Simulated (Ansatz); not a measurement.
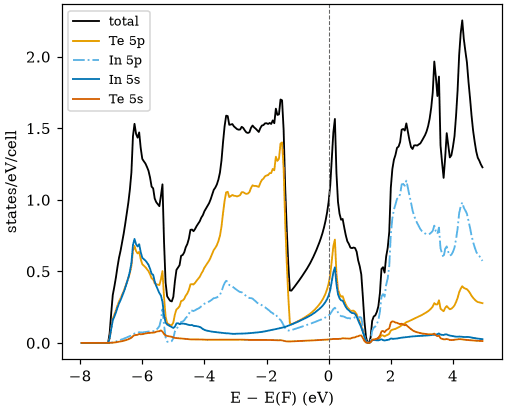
Figure: Total and projected density of states of InTe (rock salt, Fm-3m), plane-wave PAW PBEsol (Ansatz code)

Problem. Which orbitals carry the states next to the Fermi level?

Solution. Within 0.5 eV of the Fermi level: Te 5p 41 %, In 5s 34 %, In 5p 20 %. Projections are on Löwdin-orthogonalised atomic valence shells; empty p or d shells of many metals are not among them.

Problem. Where is the tallest occupied peak in this window, and what makes it?

Solution. Near -1.5 eV, about 1.7 states/eV per cell; the largest projected share is Te 5p.

The workflow started from an entry of the Crystallography Open Database (COD). Whether it is the stable phase at ambient conditions was not checked. The PBEsol relaxation kept the symmetry of its start; whether a distortion lowers the energy is not shown. With an odd number of electrons in the cell and no spin polarisation, the count alone makes it a metal. Scalar-relativistic: spin–orbit coupling is off unless named, which matters more the heavier the elements.

Potentials: the later of the program's two PAW sets.
